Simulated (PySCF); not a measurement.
SMILES C(/C(C)C)=C/[Si](Cl)(Cl)Cl (C₅H₉Cl₃Si), GFN2-xTB optimised geometry. Atoms within 1.6 Å of the plane z = 0.8 Å (x, y, z in Å): C1 (1.40, -0.61, 0.00), C2 (-0.13, -0.61, 0.00), C4 (-0.64, 0.80, 0.00), C5 (-1.50, 1.32, 0.86), Si6 (-2.33, 0.46, 2.32), Cl9 (-3.43, -1.13, 1.72), H11 (1.77, -1.63, 0.01), H12 (1.78, -0.09, 0.88), H13 (-0.49, -1.13, 0.90), H18 (-1.78, 2.36, 0.72).

Method: CAM-B3LYP/def2-SVP (PySCF). Cells within 0.4 Å of a nucleus heavier than hydrogen are left out (blank, or x).

Map of the deformation density (molecule minus spherical neutral atoms) (e/bohr³) on the plane z = 0.8 Å:

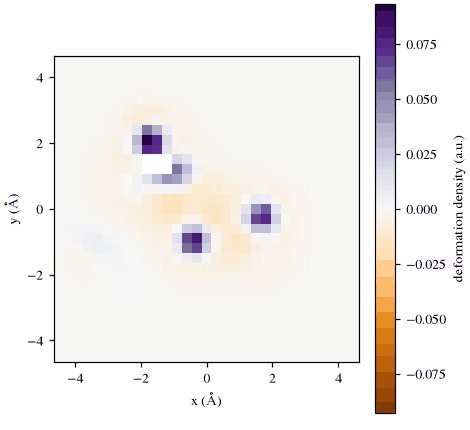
Figure. Deformation density (molecule minus spherical neutral atoms) (e/bohr³) on the plane z = 0.8 Å.
